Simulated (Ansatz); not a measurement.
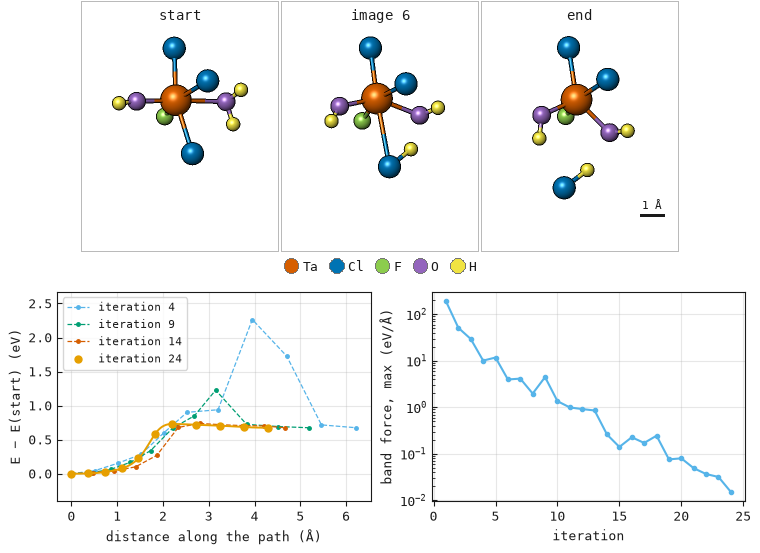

NEB run on TaH3O2Cl3F. Images are numbered from 0 (start) to 10 (end). The plot follows the band through its iterations. The picture is a ball-and-stick view, seen at a tilt.

Computed with RKS PBE-D4/def2-SVP in Ansatz. Set-up: 9 movable images; climbing image; force threshold 0.03 eV/Å; iteration limit 60; starting path through a guess of the saddle point.

Judge this run.

Answer. The result is final at these settings. The band converged in 24 iterations. The largest component of the band force went from 190 to 0.015 eV/Å. The climbing image converged on the top of the path. Its vibrational analysis gives one imaginary mode (97i cm⁻¹), as a transition state must have. The first iteration put the highest image at 32.14 eV. Forward barrier 0.73 eV, backward barrier 0.06 eV, with image 6 at the top; the reaction energy is +0.68 eV.

The run took 8.9 min on 4 threads of Arm Neoverse V2 (shared host), peak memory 0.23 GiB.
